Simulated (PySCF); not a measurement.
**C$_{5}$H$_{12}$OSi$_{2}$: density, localisation and related maps**

```xyz
20

C     1.8035   -1.3711    0.0866
C     1.4358    0.0860   -0.1721
C    -0.0698    0.3585   -0.0764
Si   -0.3898    2.2433   -0.1885
C    -0.6323   -0.0861    1.2427
C    -1.7002   -0.8638    1.1784
O    -2.1610   -1.2195   -0.0616
Si   -1.2143   -0.6202   -1.2696
H     1.3407   -2.0249   -0.6485
H     2.8827   -1.5035    0.0334
H     1.4654   -1.6771    1.0744
H     1.7896    0.3788   -1.1640
H     1.9625    0.7077    0.5593
H     0.0822    2.7302   -1.4874
H     0.3589    2.9140    0.8791
H    -1.8154    2.5216   -0.0234
H    -0.1913    0.2327    2.1719
H    -2.2756   -1.2675    1.9957
H    -0.6224   -1.7359   -2.0038
H    -2.0541    0.2075   -2.1292
```

Geometry: GFN2-xTB.

Method: PySCF, PBE0/pcSseg-1, SCF density, gas phase, non-relativistic.

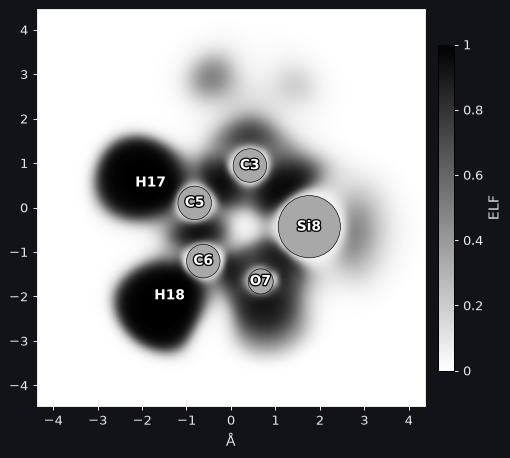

Figure 1. ELF on the plane of atoms C5, C6 and H18. Grey discs cover the atomic cores.

What does the map show?

Answer. The plane passes through C, O, Si and H nuclei. C–C (1.32 Å): the ELF peaks at about 0.95 between the atoms (a short, multiple covalent bond). C–O (1.37 Å): the ELF peaks at about 0.90 between the atoms; a polar covalent bond. Si–O (1.65 Å): the ELF peaks at about 0.90 between the atoms; a polar covalent bond. C–Si (1.92 Å): the ELF peaks at about 0.95 between the atoms, as expected for a shared electron pair. C–H (1.08 Å): the ELF climbs to about 1 towards the hydrogen, as it does in any bond to H; a covalent bond by its length. The ELF also peaks beside O7, away from the bonds: lone-pair regions.

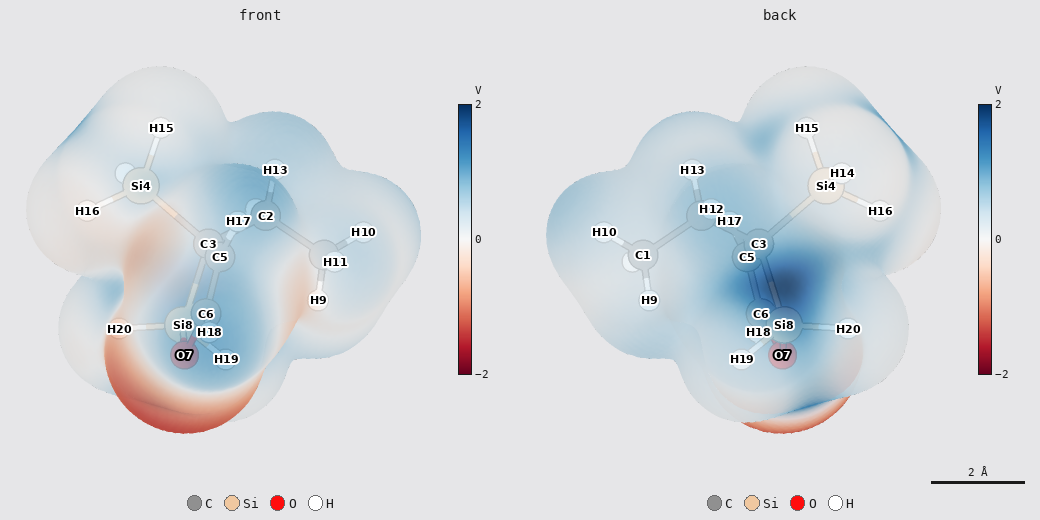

Figure 2. The electrostatic potential painted on the density surface at 0.002 e/bohr³, seen from the front and from behind; the colour scale runs from red (negative) to blue (positive).

Describe the electrostatic potential map.

Answer. The most negative region (about −1.3 V, or −30 kcal/mol for a unit charge) lies over O7, the most positive (about +1.7 V, or +39 kcal/mol for a unit charge) over Si8. O7 is the likeliest acceptor of a hydrogen bond.
